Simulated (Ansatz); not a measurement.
Hf, response to strain

Start from Hf in the hcp (Mg type) structure (space group P6_3/mmc, No. 194; a = 3.1174 Å, c = 4.9501 Å; relaxed with 0.1 eV smearing).

Strains are applied to the cell and any free atomic positions relax.

Level of theory: LDA/PAW in Ansatz (a first-principles code), without spin-orbit coupling.

Notes on the quantities. pressure: mean of the normal stresses, compression positive.

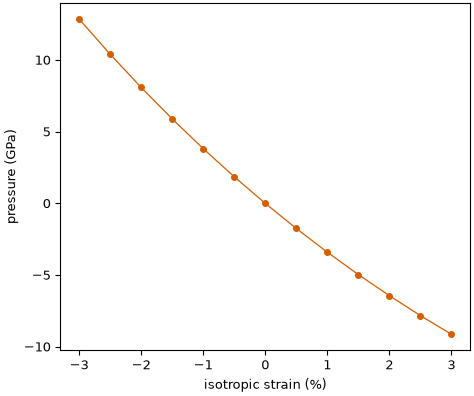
Figure. Pressure against isotropic strain

```
isotropic strain (%)  pressure
--------------------  --------
-3                    12.9 GPa
-2.5                  10.4 GPa
-2                     8.1 GPa
-1.5                   5.9 GPa
-1                     3.8 GPa
-0.5                   1.9 GPa
0.5                   -1.8 GPa
1                     -3.4 GPa
1.5                   -5.0 GPa
2                     -6.4 GPa
2.5                   -7.8 GPa
3                     -9.1 GPa
```

Stability against distortions was not tested. All final runs are without spin polarisation.
